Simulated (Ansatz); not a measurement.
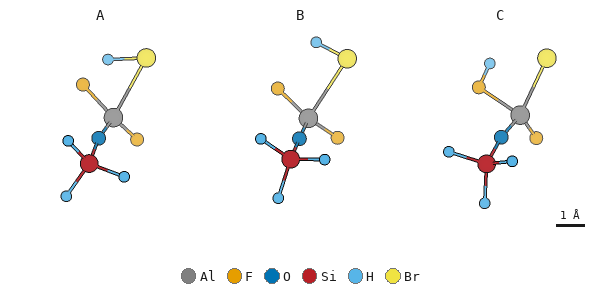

3 geometries from a converged minimum-energy path of AlSiH$_{4}$OBrF$_{2}$, shuffled. The picture is a ball-and-stick view, seen from a free direction.

Method: Ansatz, RKS PBE0-D4/def2-SVP. Run with 7 movable images; climbing image; force threshold 0.05 eV/Å; iteration limit 60; starting path through a guess of the saddle point.

### Which frame is the transition state?

A. In order along the path, whose images run from 0 to 8: B (image 0, 0.0 kJ/mol), A (image 4, +8.3 kJ/mol), C (image 8, −18.2 kJ/mol). A hydrogen atom shifts from one atom to another. Breaking: Br–H (1.43 → 2.32 Å). Forming: F–H (2.27 → 0.96 Å).
